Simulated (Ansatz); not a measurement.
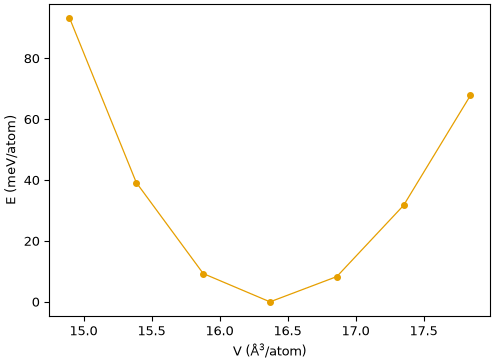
TaAs (CsCl type, Pm-3m) under volume change, DFT-r²SCAN in the program Ansatz with PAW potentials, scaled uniformly.

What does a third-order Birch–Murnaghan fit give for V₀, B₀ and B′?

V₀ = 16.37 Å³/atom, B₀ = 191 GPa, B′ = 4.3.

The cell is a constructed one: a structure type filled with these elements; neither database checked (COD, Materials Project) lists it. It is not the phase usual at ambient conditions (space group No. 109). Symmetry was held in the r²SCAN relaxation; whether a distortion lowers the energy is not shown. No spin polarisation was allowed. Scalar-relativistic: spin–orbit coupling is off unless named, which matters more the heavier the elements.

Potentials: the earlier of the program's two PAW sets.
